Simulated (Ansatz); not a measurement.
CaB6-type LaB6, treated with PBEsol-D3(BJ) (plane waves, PAW; Ansatz, a quantum-chemistry and plane-wave program).

Numerical settings: plane-wave cutoff 520 eV, 14×14×14 k mesh, Fermi–Dirac smearing 0.05 eV, scalar-relativistic PAW data made under PBE.

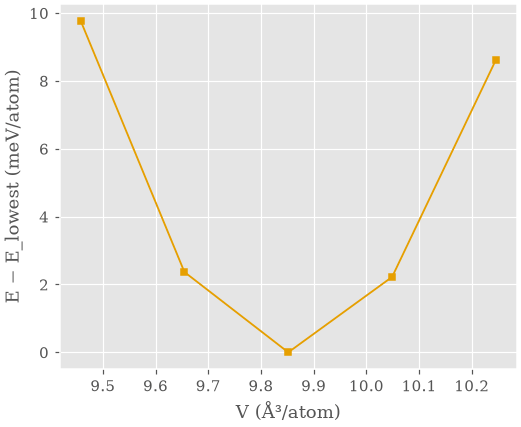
Figure: Total energy against volume

**Question.** From the curve, estimate the equilibrium volume and the bulk modulus.

**Answer.** V0 ≈ 9.9 Å³/atom and B0 ≈ 190 GPa; the fit gives V0 = 9.852 Å³/atom, B0 = 187 GPa, B′ = 3.7.

Shape and atoms are relaxed at each volume.

Measured, for comparison: bulk modulus 164 ± 2 GPa (room temperature, no zero-point or thermal correction, isothermal; as tabulated in LaB6 under pressure, Phys. Rev. B 80, 172104 (doi 10.1103/PhysRevB.80.172104)); equilibrium volume per atom 10.26 Å³/atom (296 K, no zero-point or thermal correction; as tabulated in Tsubota and Kitagawa (2017), doi:10.1038/s41598-017-15766-y). Computed (rounded) less measured: bulk modulus +14 %, equilibrium volume per atom -4.0 %.

Note: the bulk modulus comes from volumes at which shape and atoms were relaxed.

Spin–orbit coupling is not included.
